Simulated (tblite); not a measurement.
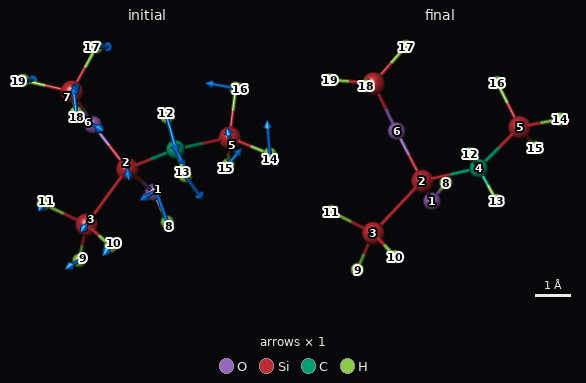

The structure of CH12O2Si4 before (left) and after (right) a relaxation, at one scale. The blue arrows give the displacements, at their true length.

The picture is a ball-and-stick view, seen at a tilt.

Computed with tblite, GFN2-xTB geometry optimisation, gas phase. 

Question: What changed between the two?

Answer: The energy falls by 1.083 eV in 207 geometry steps. The largest move after the best rigid fit is that of H8, 1.43 Å. Largest moves by element: H 1.43 Å, O 0.65 Å, C 0.62 Å, Si 0.42 Å. Among the contacts that change: Si2–Si7 2.852 → 3.174 Å, O1–Si2 1.729 → 1.628 Å, O6–Si7 1.695 → 1.613 Å, Si2–O6 1.699 → 1.638 Å. Among the angles between lasting bonds that change: Si2–O6–Si7 114.4° → 155.0°, Si2–O1–H8 110.7° → 121.6°, Si2–Si3–H9 106.1° → 114.1°. Groups turn about O1–Si2 by about 145°, C4–Si5 by about 40°, Si2–C4 by about 35°.
